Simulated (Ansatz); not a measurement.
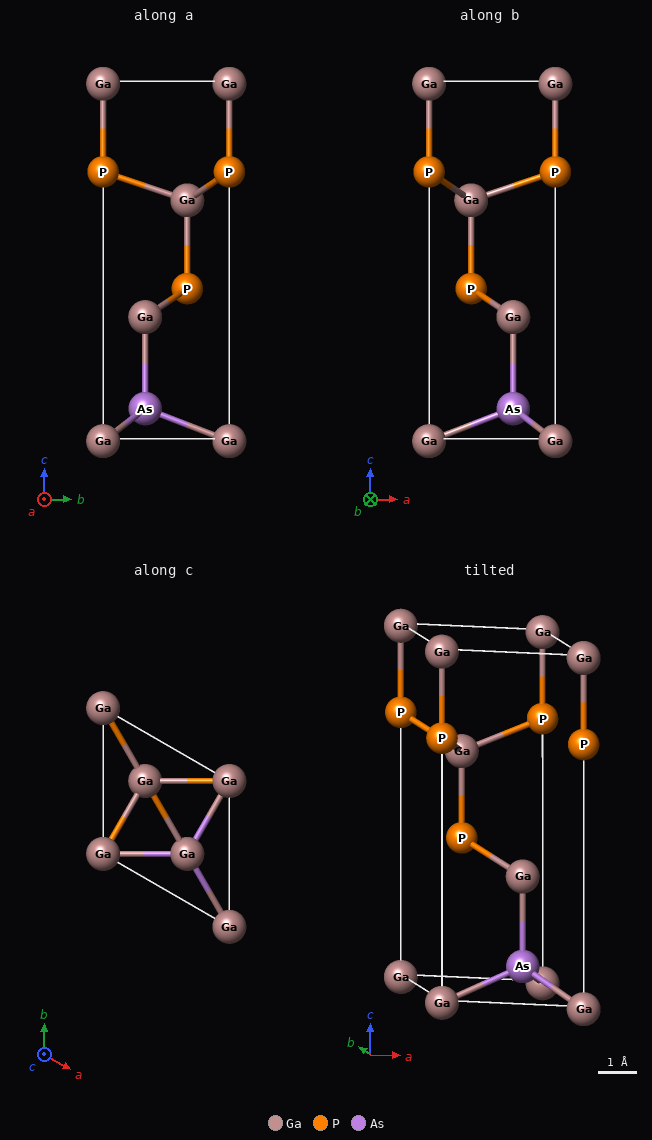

The crystal in a ball-and-stick representation, seen along the a axis, along the b axis, along the c axis and slightly off an axis. The lines enclose the conventional unit cell; boundary atoms appear with their images.

Lattice parameters: a = 3.908 Å, b = 3.908 Å, c = 9.579 Å, α = 90.00°, β = 90.00°, γ = 120.00°. Put a along x and b in the xy plane.

Q: From the views, write a POSCAR file, with free fractional coordinates to two decimals.

A:
```
Ga P As
1.0
     3.908    0.000    0.000
    -1.954    3.385    0.000
     0.000    0.000    9.579
Ga P As
3 2 1
Direct
  0.00 0.00 0.99
  0.3333 0.6667 0.6667
  0.6667 0.3333 0.34
  0.00 0.00 0.75
  0.3333 0.6667 0.42
  0.6667 0.3333 0.08
```

The model was built from a structure type filled with these elements by a generator (whether the compound takes this form wasn't checked). The cell was then strained or its atoms displaced on purpose. It was relaxed at fixed volume with DFT PBE, scalar-relativistic, plane waves, PAW in Ansatz 0.2.0.
